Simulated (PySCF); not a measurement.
**C2H6OSi2: geometry relaxation**

System: C2H6OSi2.
Method: PBE0-D3(BJ)/def2-SVP geometry optimisation, gas phase (PySCF 2.14.0).

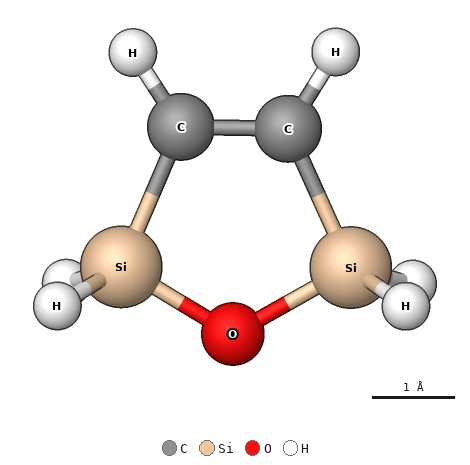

**Figure 1.** The starting structure (ball-and-stick view, seen on its broad side). Bond lengths as drawn: C–C 1.32 Å, C–H 1.09 to 1.12 Å, C–Si 1.88 Å, H–Si 1.44 to 1.49 Å and O–Si 1.60 to 1.67 Å.

Input file:
```
{"job": {"xc": "PBE0", "basis": "def2-SVP", "d3": "d3bj", "grid": 1, "shake": 0.01, "kind": "geom"}, "charge": 0, "multiplicity": 1}
C     -0.815770     0.957930     0.275990
C      0.419540     1.243210    -0.076480
Si     1.428440    -0.304320    -0.432260
O      0.290150    -1.389930    -0.134600
Si    -1.235110    -0.870560     0.302700
H     -1.548510     1.773540     0.500040
H      0.811140     2.258260    -0.142920
H      1.866680    -0.450980    -1.822590
H      2.512570    -0.545040     0.560810
H     -2.177970    -1.302660    -0.701100
H     -1.513050    -1.395290     1.654740
```

The first line tells a small driver script what to run in PySCF; the rest is the geometry in Å.

Hardware: 1 CPU thread, shared host.

Launch command:
```bash
OMP_NUM_THREADS=1 python <driver script> task.json out
```

Output:
```
step   0  E = -733.36458283  max force = 0.051418
step   1  E = -733.37312760  max force = 0.013090
step   2  E = -733.37414434  max force = 0.006129
step   3  E = -733.37429159  max force = 0.002306
step   4  E = -733.37430653  max force = 0.000462
step   5  E = -733.37430868  max force = 0.000165
optimisation converged
```

Trajectory as extended XYZ (Å, eV, eV/Å), 6 frames, from step=0 to step=5:
```
11
Properties=species:S:1:pos:R:3:forces:R:3 step=0 energy=-19955.86676
C    -0.8158    0.9579    0.2760   -2.6440   0.6050   0.5903
C     0.4195    1.2432   -0.0765    2.0284   0.1574  -0.5814
Si    1.4284   -0.3043   -0.4323    1.1682   1.1367   0.2780
O     0.2902   -1.3899   -0.1346   -1.6394  -2.1584   0.2465
Si   -1.2351   -0.8706    0.3027    1.2000   0.3081   0.4114
H    -1.5485    1.7735    0.5000    0.4370  -0.4444  -0.0599
H     0.8111    2.2583   -0.1429   -0.1042   0.3249   0.0240
H     1.8667   -0.4510   -1.8226    0.4138   0.1526  -0.4615
H     2.5126   -0.5450    0.5608    0.3374   0.2200  -0.1619
H    -2.1780   -1.3027   -0.7011   -0.8307  -0.2315  -0.4854
H    -1.5131   -1.3953    1.6547   -0.3665  -0.0703   0.1999
11
Properties=species:S:1:pos:R:3:forces:R:3 step=1 energy=-19956.09927
C    -1.3354    1.1058    0.1471    0.4254  -0.0815  -0.0535
C    -0.0631    1.3902   -0.2205   -0.2867  -0.1074   0.0850
Si    0.9756   -0.1401   -0.5602   -0.1907  -0.2238  -0.0496
O    -0.1984   -1.3358   -0.2497    0.6731   0.3949  -0.1065
Si   -1.6918   -0.7423    0.1989   -0.5470   0.1768  -0.0030
H    -2.0392    1.9062    0.3957   -0.0995   0.0564  -0.0104
H     0.2832    2.4293   -0.2890    0.0398  -0.0083  -0.0080
H     1.4989   -0.2141   -1.9621   -0.1797  -0.0618   0.0481
H     2.1826   -0.2420    0.3194   -0.1827  -0.1050   0.0961
H    -2.7731   -1.1397   -0.7625    0.1724  -0.0068   0.0016
H    -2.1420   -1.2069    1.5469    0.1755  -0.0334   0.0003
11
Properties=species:S:1:pos:R:3:forces:R:3 step=2 energy=-19956.12694
C    -1.3327    1.1151    0.1458    0.0590   0.0347   0.0186
C    -0.0642    1.3983   -0.2193   -0.0377   0.0213   0.0192
Si    0.9697   -0.1310   -0.5614   -0.1361  -0.2912   0.0083
O    -0.1936   -1.3162   -0.2490    0.3152   0.2060  -0.0604
Si   -1.6942   -0.7291    0.1973   -0.1894  -0.0222  -0.0040
H    -2.0426    1.9164    0.3887   -0.0080  -0.0110  -0.0199
H     0.2887    2.4354   -0.2870   -0.0007   0.0019  -0.0054
H     1.4665   -0.2327   -1.9651   -0.0477   0.0247  -0.0168
H     2.1488   -0.2748    0.3415   -0.0324   0.0015   0.0523
H    -2.7473   -1.1517   -0.7745    0.0264   0.0200  -0.0093
H    -2.1021   -1.2188    1.5472    0.0515   0.0142   0.0173
11
Properties=species:S:1:pos:R:3:forces:R:3 step=3 energy=-19956.13095
C    -1.3307    1.1176    0.1450   -0.0163   0.0113   0.0135
C    -0.0622    1.3981   -0.2185    0.0299   0.0222  -0.0003
Si    0.9675   -0.1361   -0.5615   -0.0430  -0.1186   0.0197
O    -0.1911   -1.3124   -0.2500    0.0620   0.0571  -0.0208
Si   -1.6962   -0.7265    0.1960   -0.0322  -0.0156   0.0066
H    -2.0423    1.9190    0.3824   -0.0016  -0.0051  -0.0093
H     0.2933    2.4342   -0.2874   -0.0069   0.0028  -0.0045
H     1.4529   -0.2318   -1.9689    0.0025   0.0212  -0.0097
H     2.1356   -0.2858    0.3547    0.0047   0.0137   0.0040
H    -2.7439   -1.1494   -0.7786   -0.0063   0.0051  -0.0043
H    -2.0860   -1.2161    1.5508    0.0072   0.0061   0.0048
11
Properties=species:S:1:pos:R:3:forces:R:3 step=4 energy=-19956.13135
C    -1.3291    1.1183    0.1441   -0.0095   0.0065   0.0054
C    -0.0596    1.3967   -0.2182    0.0141  -0.0005   0.0022
Si    0.9668   -0.1412   -0.5607   -0.0111  -0.0238   0.0100
O    -0.1931   -1.3129   -0.2509    0.0050   0.0090  -0.0085
Si   -1.6983   -0.7254    0.1964    0.0018   0.0023   0.0022
H    -2.0408    1.9205    0.3784   -0.0011  -0.0010  -0.0052
H     0.2968    2.4325   -0.2887   -0.0046   0.0003  -0.0033
H     1.4515   -0.2291   -1.9692    0.0062   0.0046  -0.0007
H     2.1338   -0.2893    0.3575    0.0047   0.0019  -0.0043
H    -2.7473   -1.1463   -0.7778   -0.0049  -0.0001   0.0015
H    -2.0837   -1.2131    1.5531   -0.0006   0.0008   0.0005
11
Properties=species:S:1:pos:R:3:forces:R:3 step=5 energy=-19956.13141
C    -1.3284    1.1198    0.1435    0.0022  -0.0065   0.0008
C    -0.0578    1.3952   -0.2180    0.0024   0.0026   0.0036
Si    0.9667   -0.1447   -0.5600   -0.0022   0.0079   0.0031
O    -0.1955   -1.3134   -0.2519   -0.0085  -0.0047  -0.0024
Si   -1.6998   -0.7236    0.1969    0.0028   0.0050  -0.0004
H    -2.0395    1.9230    0.3754    0.0012   0.0007  -0.0036
H     0.2994    2.4306   -0.2898    0.0006   0.0010  -0.0029
H     1.4525   -0.2292   -1.9685    0.0032  -0.0018   0.0017
H     2.1338   -0.2935    0.3579    0.0012  -0.0026  -0.0026
H    -2.7506   -1.1434   -0.7759   -0.0020  -0.0011   0.0025
H    -2.0838   -1.2102    1.5544   -0.0008  -0.0005   0.0002
```

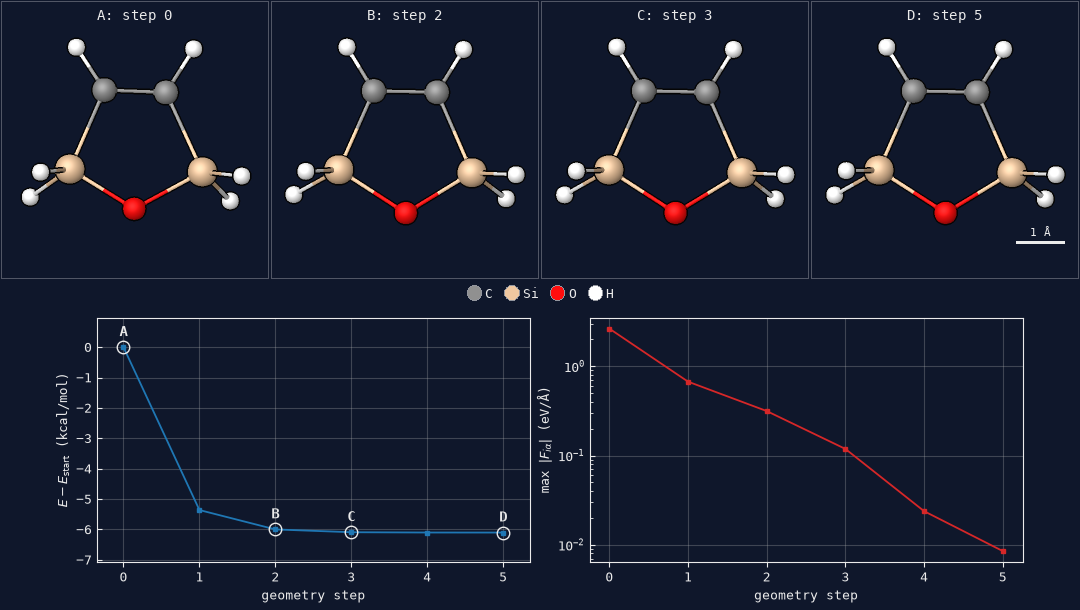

**Figure 2.** Frames of the relaxation (ball-and-stick view, seen at a tilt) above the curves, on which the letters mark them (steps are counted from 0).

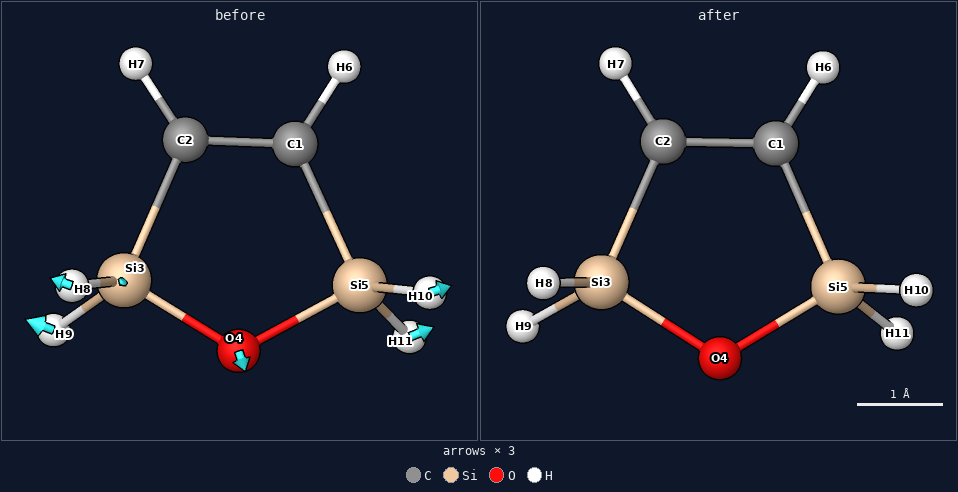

**Figure 3.** Before (left) and after (right) the relaxation, at one scale (ball-and-stick view, seen at a tilt). The teal arrows give the displacements, magnified 3 times. The atom that moves furthest after the best rigid fit is H9 (0.13 Å). Largest moves by element: H 0.13 Å, O 0.09 Å, Si 0.03 Å, C 0.03 Å. Among the contacts that change: Si3–O4 1.601 → 1.677 Å, Si5–H10 1.443 → 1.492 Å, C1–C2 1.316 → 1.349 Å, Si3–H8 1.465 → 1.492 Å. Among the angles that change: H10–Si5–H11 114.0° → 108.7°, H8–Si3–H9 113.5° → 108.7°, O4–Si3–H9 106.5° → 111.1°. The energy falls by 6.10 kcal/mol in 5 geometry steps. The largest force component goes from 2.6 to 0.0085 eV/Å. (Atoms are counted from 1 in the order of the input.)

Key numbers:

```csv
quantity,value
outcome,converged
total energy,−733.374309 hartree
dipole moment,1.65 D
point group,C2v
wall time,37 s
peak memory,0.45 GiB
```
